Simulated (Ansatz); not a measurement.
**CH7AlO: density, localisation and related maps**

Input file:

```
crystal:
  periodic: [false, false, false]
  atoms:
    - { symbol: Al, position_ang: [-1.526415, 0.063441, -1.99071] }
    - { symbol: H, position_ang: [-0.181988, 0.826445, -1.862514] }
    - { symbol: H, position_ang: [-1.573891, -1.391192, -2.656165] }
    - { symbol: H, position_ang: [-2.873999, 0.751996, -1.454325] }
    - { symbol: H, position_ang: [0.74298, 0.280715, -0.257744] }
    - { symbol: O, position_ang: [0.434351, -0.314848, 0.450777] }
    - { symbol: C, position_ang: [1.111855, -0.091352, 1.670971] }
    - { symbol: H, position_ang: [0.455188, -0.458697, 2.490111] }
    - { symbol: H, position_ang: [1.332802, 0.986995, 1.872534] }
    - { symbol: H, position_ang: [2.079218, -0.653505, 1.737066] }
magnetization:
  spin_polarized: true
basis:
  gaussian: { orbitals: def2-SVP }
hamiltonian:
  xc: pbe
  dispersion: d4
relax:
  f_tol: 0.03
  max_steps: 50
output:
  orbitals: {}
```

Launched as:

```sh
ansatz run input.yaml --threads 2 --pin off --max-ram 3072MiB --backend cpu --events-out ev --progress --plain --runs-dir out
```

The fields are those of the run's last geometry, not of the input's.

The calculation used UKS PBE-D4/def2-SVP in Ansatz 0.2.0.

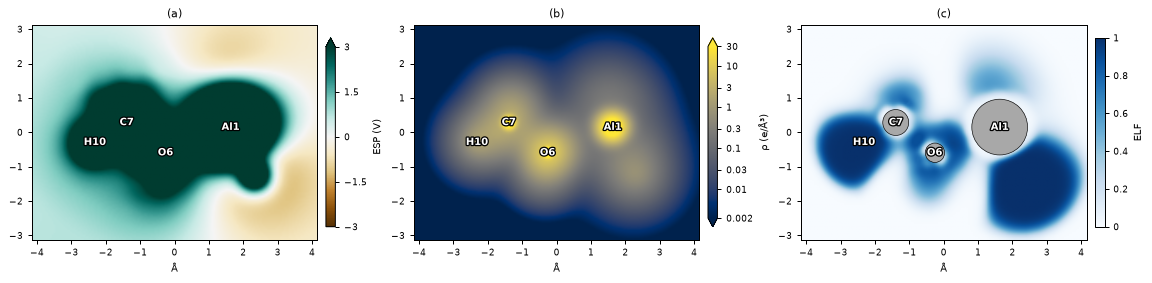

Figure 1. (a) electrostatic potential; (b) electron density; (c) ELF on the plane of atoms Al1, O6 and C7. Grey discs cover the atomic cores in the ELF map.

> What does the map show?

Atoms in the plane: Al, O, C and H.
C–O (1.44 Å): the density is about 1.9 e/Å³ at the midpoint, with its minimum of 1.6 e/Å³ about 0.5 Å from C; the ELF peaks at about 0.90 between the atoms (a polar covalent bond).
Al–O (2.03 Å): ρ is about 0.39 e/Å³ halfway; the ELF peaks at about 0.90 in the valence shell of O, 0.6 Å from its nucleus, and is about 0.45 at the midpoint.
C–H (1.11 Å): ρ at the midpoint is about 2 e/Å³; the ELF climbs to about 1 towards the hydrogen, as it does in any bond to H (an ordinary covalent bond to hydrogen).
Outside the dense part of the molecule the potential is most negative (−1.2 V) near H2, which lies off the plane.

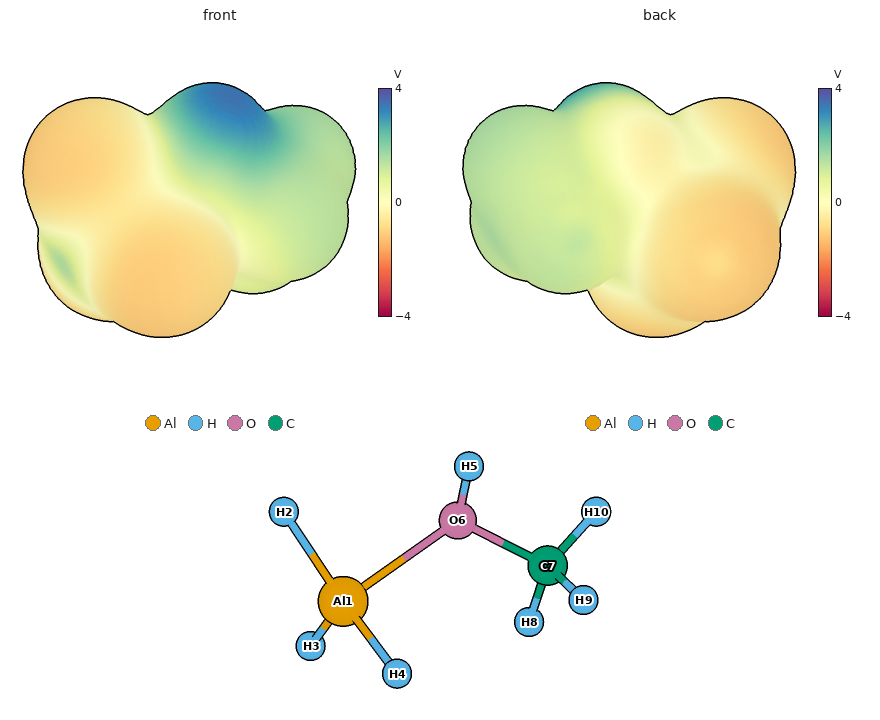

Figure 2. The molecular electrostatic potential painted on the density surface at 0.002 e/bohr³, seen from the front and from behind; red is negative and blue positive. The bare structure is drawn below in the same view.

> Which sites attract a positive test charge, and which a negative one?

A positive charge is drawn to the negative regions and a negative charge to the positive ones. The most negative region (about −1.1 V) lies over H2, H3 and H4, the most positive (about +3.4 V) over H5.

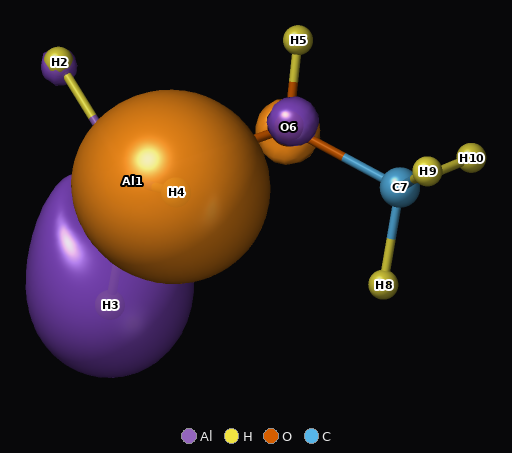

Figure 3. The HOMO at ±0.15 Å⁻³ᐟ² (orange and purple are the two phases), seen at a tilt.

> Describe this orbital and give its energy.

It lies mainly on H4 (about 35 %), Al1 (about 35 %) and H3 (about 20 %). Its energy is −6.10 eV.
